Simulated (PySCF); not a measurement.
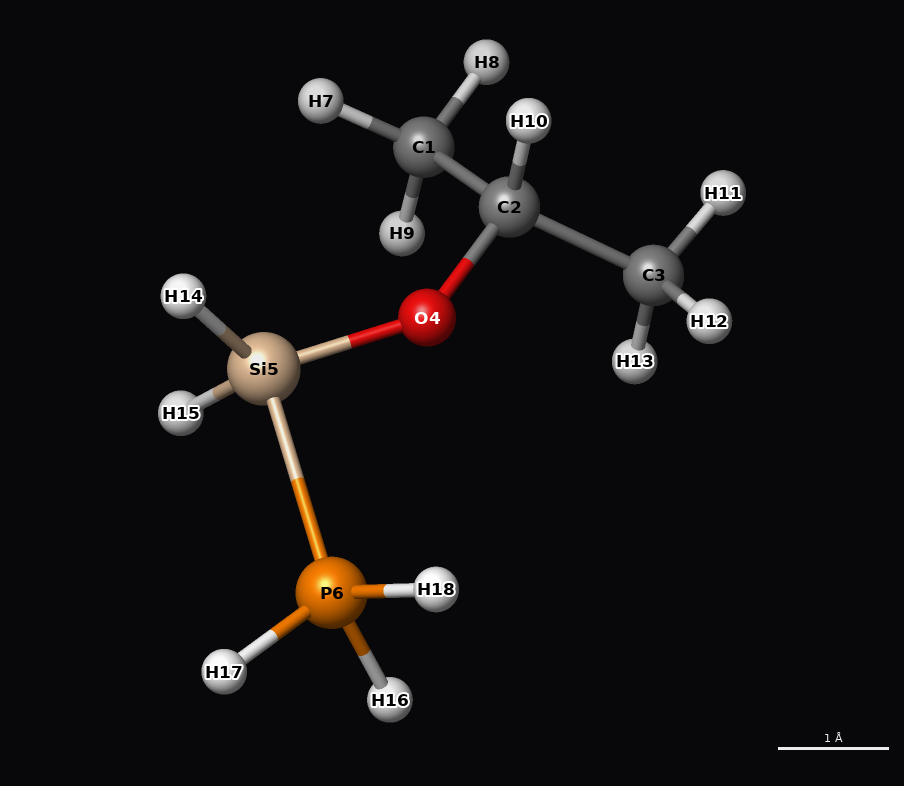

Numbered structure. Charge +1, singlet. Geometry: an image of a reaction path computed with GFN2-xTB, not a minimum.

Estimate the angles C1–C2–C3, C2–C1–H8, C2–C1–H9, C2–C3–H12, C2–C3–H13, C3–C2–O4, O4–C2–H10, O4–Si5–P6, O4–Si5–H14, O4–Si5–H15, P6–Si5–H14, P6–Si5–H15.

```json
{"angle": "C1–C2–C3", "degrees": "112.6"}
{"angle": "C2–C1–H8", "degrees": "109.8"}
{"angle": "C2–C1–H9", "degrees": "110.2"}
{"angle": "C2–C3–H12", "degrees": "110.4"}
{"angle": "C2–C3–H13", "degrees": "110.3"}
{"angle": "C3–C2–O4", "degrees": "107.2"}
{"angle": "O4–C2–H10", "degrees": "106.0"}
{"angle": "O4–Si5–P6", "degrees": "93.7"}
{"angle": "O4–Si5–H14", "degrees": "116.0"}
{"angle": "O4–Si5–H15", "degrees": "118.0"}
{"angle": "P6–Si5–H14", "degrees": "103.2"}
{"angle": "P6–Si5–H15", "degrees": "103.2"}
```
